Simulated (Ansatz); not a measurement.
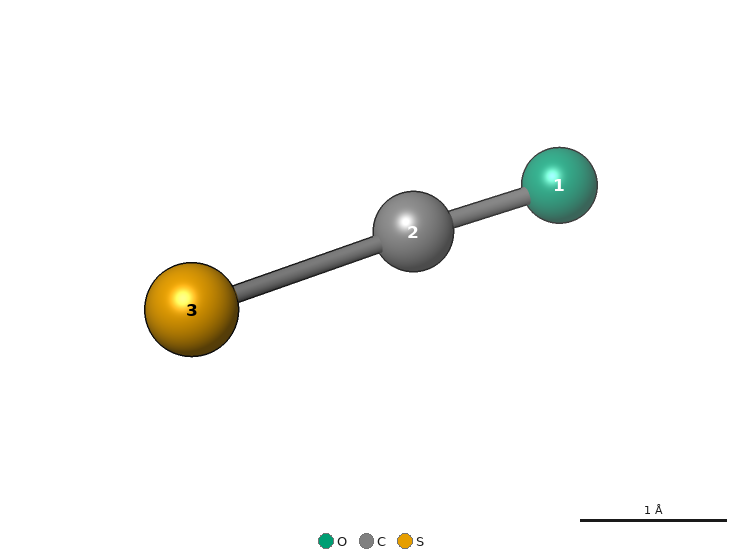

Figure made from data computed with Ansatz.

Orthographic view. Depth is shown by fading: the farther an atom, the more it takes the colour of the background. State: charge +1, doublet. Geometry: a fixed input geometry, not necessarily a minimum.

Give the distance matrix in Å.

```
atom    O1    C2    S3
  O1  0.00            
  C2  1.13  0.00      
  S3  2.86  1.73  0.00
```
